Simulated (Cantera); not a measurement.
A closed system holds: 1 mol Si2H6, 1.8 mol O3, 27 mol H2, 0.33 mol H2O, at 10000 Pa.

Equilibrium computed with Cantera from the NASA thermochemical tables; the gas is ideal and each condensed phase is pure. Candidate condensed phases: H2O, Si, SiO2; 18 gas species. The feed counts by its element totals alone. The numbers say what is thermodynamically allowed, not how fast it happens.

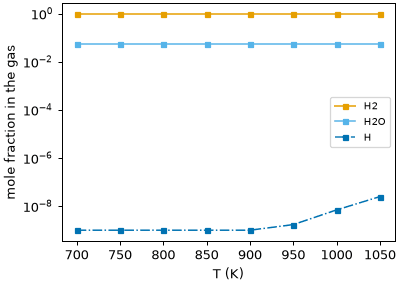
Figure. Equilibrium gas composition (values under 1e-9 drawn at 1e-9)

From 700 K to 800 K the condensed part is SiO2(α-quartz). From 850 K to 1050 K the condensed part is SiO2(β-quartz).
